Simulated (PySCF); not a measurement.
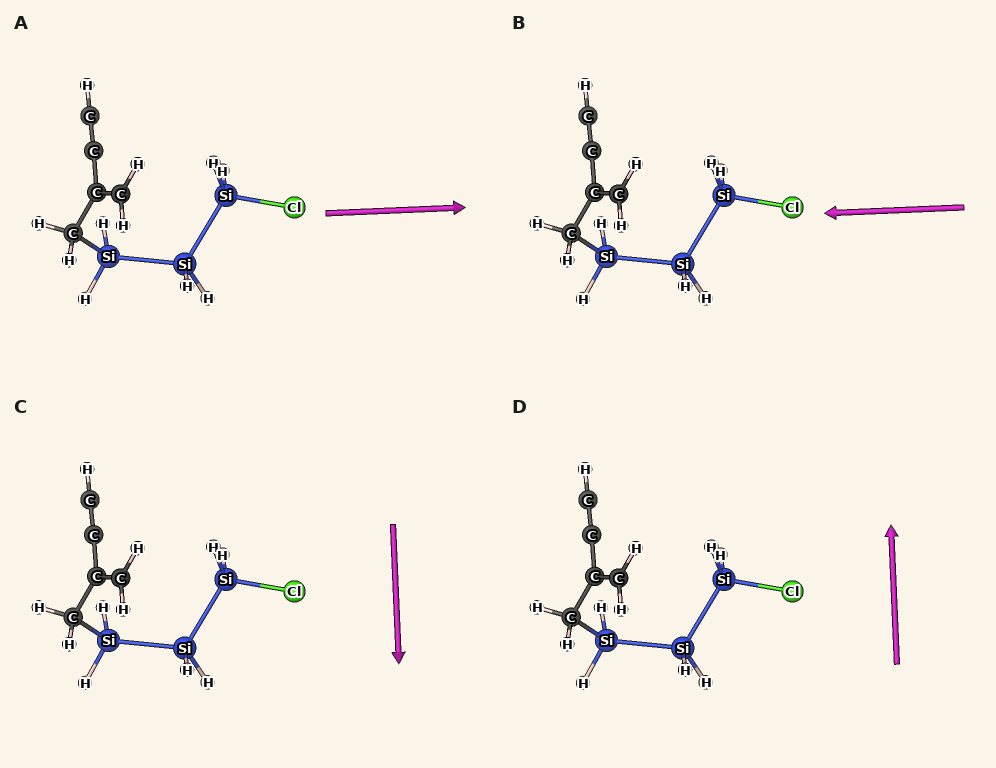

The same molecule four times, each with an arrow. Computed geometry: GFN2-xTB optimisation. No frequency run is at hand to confirm it as a minimum. Level of theory: PBE0/pcSseg-1, gas phase (PySCF 2.14.0).

**Which arrow points along the dipole moment, from the negative to the positive end?**

B. The dipole moment is 2.18 D.

The geometry is semi-empirical. Around Si such bond lengths and angles can be off by a tenth of an ångström or more and by several degrees, and values that hang on the shape move with them.
